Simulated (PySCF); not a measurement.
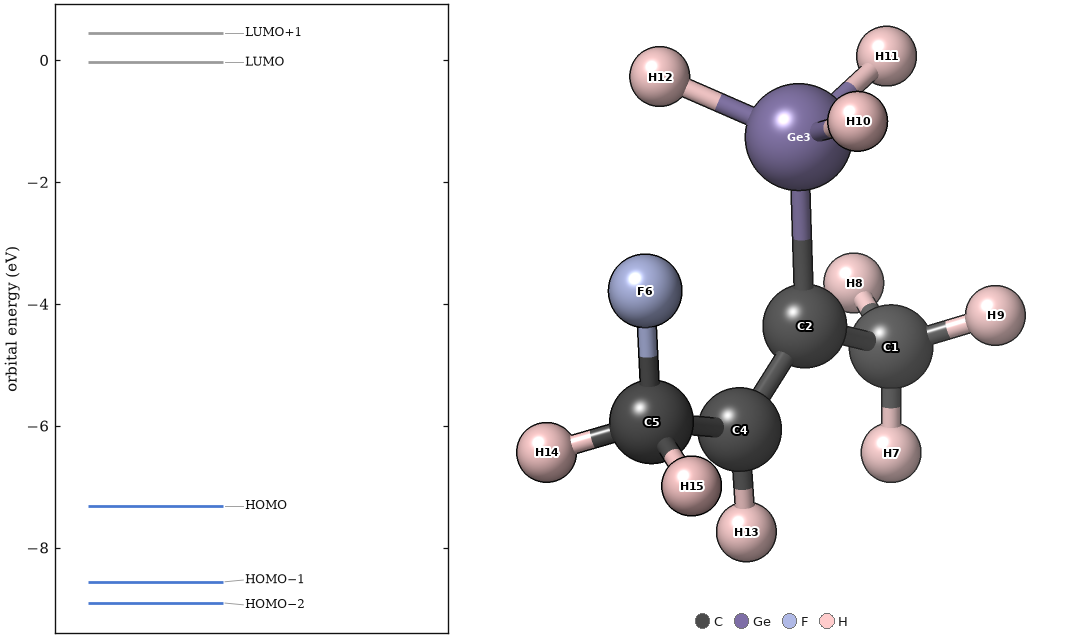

C₄H₉FGe, SMILES C/[C]([GeH3])=C/CF, singlet. Kohn-Sham orbital energies near the frontier, PBE0/def2-SVPD, PySCF 2.14.0, at a GFN2-xTB geometry (no frequency check), isolated molecule; empty levels in grey, levels within 0.03 eV side by side.

> Where do the frontier orbitals lie?

HOMO at −7.32 eV, LUMO at −0.04 eV, 7.28 eV apart.

> List the levels with the atoms that carry most of them (a dash for levels above zero or within 0.03 eV of another, where shares mean little).

| orbital | energy (eV) | Löwdin shares |
| --- | --- | --- |
| LUMO+1 | 0.45 | – |
| LUMO | −0.04 | C2 31 %, C4 29 %, Ge3 11 % |
| HOMO | −7.32 | C4 32 %, C2 31 %, C5 7 % |
| HOMO−1 | −8.56 | C2 31 %, Ge3 23 %, C1 12 % |
| HOMO−2 | −8.91 | Ge3 38 %, H11 32 %, F6 7 % |

Note: the tight-binding geometry is rougher than a DFT one and adds to the error; one conformer of a flexible molecule; empty levels above zero depend strongly on the basis.
